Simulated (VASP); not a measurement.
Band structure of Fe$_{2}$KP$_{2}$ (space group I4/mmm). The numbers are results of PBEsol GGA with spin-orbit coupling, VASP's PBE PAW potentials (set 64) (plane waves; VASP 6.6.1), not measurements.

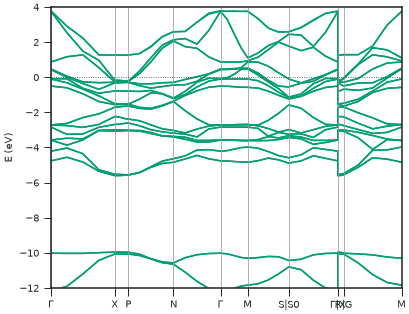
Fig. 1. Bands along high-symmetry lines, zero at the valence-band maximum or, without a gap, the Fermi level

Problem. Read the plot: is there a gap, and where are the band edges?

Solution. It has no gap at this level: it comes out as a metal or semimetal.

The structure comes from a computed database's Fe2KP2 entry (I4/mmm); how it stands against other phases isn't given here. It was relaxed first.
